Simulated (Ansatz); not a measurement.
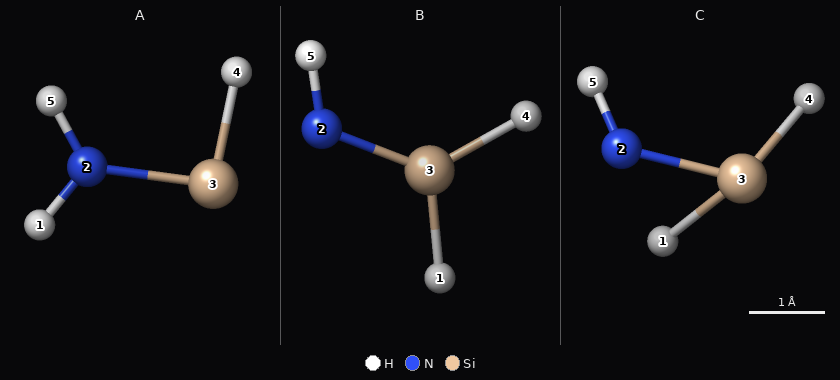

Three geometries of SiNH3: a saddle point and the two minima that it joins, in shuffled order. A ball-and-stick model, seen face on. Sticks join atoms that are closer than about 1.2 times the sum of their covalent radii (a little more with hydrogen).

Stationary points at PBE0-D4/def2-TZVP, single-point energies with CCSD(T)/CBS (def2-TZVPP where no basis is named; Ansatz 0.2.0). The energies are electronic, without zero-point or thermal terms, and both ends are the minima reached downhill from the saddle, with any fragments still in contact. CCSD(T)/CBS stands for a frozen-core estimate: MP2 correlation extrapolated from def2-TZVPP and def2-QZVPP, CCSD(T) minus MP2 from the smaller set.

Question: Which frame is the transition state, what reaction does it lead through, and what barrier is to be expected?

Answer: Frame C is the saddle point. From A over the saddle to B, a bond forms: H1–Si3 (2.40 → 1.56 → 1.48 Å). A bond breaks: H1–N2 (1.01 → 1.60 → 2.63 Å). The saddle has one imaginary mode, 1415i cm⁻¹. With CCSD(T)/CBS the barrier is 67.8 kcal/mol from A and 52.3 kcal/mol from B, and B lies 15.4 kcal/mol above A. By Pauling bond orders of the changing bonds the saddle lies closer to B, the higher end, as Hammond's postulate suggests. The T1 diagnostic reaches 0.028, so the single-reference result is less sure there.
